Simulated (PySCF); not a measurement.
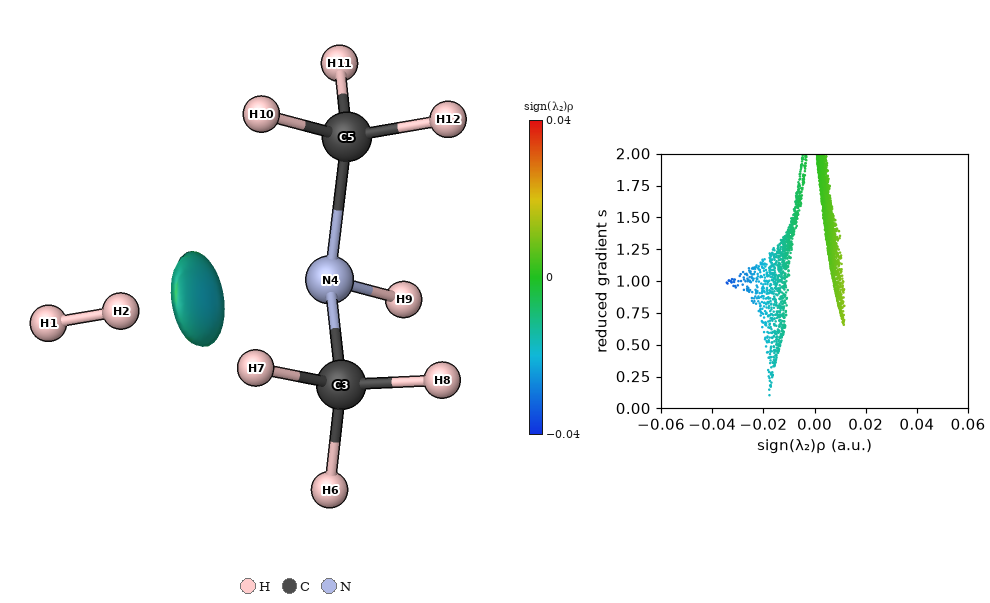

Figure. C2H9N, SMILES `[H][H].CNC`. Non-covalent interaction surfaces between the fragments (reduced density gradient s = 0.6, coloured by sign(λ₂)ρ in a.u.; trimmed to the region between the fragments where ρ is under 0.06 a.u.). Fragment A: H2 (atoms 1–2); fragment B: H7C2N. The plot gives s against sign(λ₂)ρ for grid points between the fragments.

PySCF calculation, B3LYP/def2-SVPD, gas phase; geometry: GFN2-xTB.

### Which interactions hold the two fragments together?

Bond critical points between the fragments: H2···N4, 2.28 Å, ρ = 0.018 a.u. It appears blue-green. The pose is a local one from a semi-empirical search, not shown to be the most stable.

### How strongly are they bound?

The counterpoise-corrected interaction energy of the frozen fragments is 0.0 kcal/mol without dispersion correction and −0.9 kcal/mol with D3(BJ). The pair geometry is semi-empirical, not a minimum at this level.

The PySCF run took 18 s on 1 thread of Intel(R) Xeon(R) Platinum 8488C (Sapphire Rapids), on a shared host, peak memory 0.57 GiB.
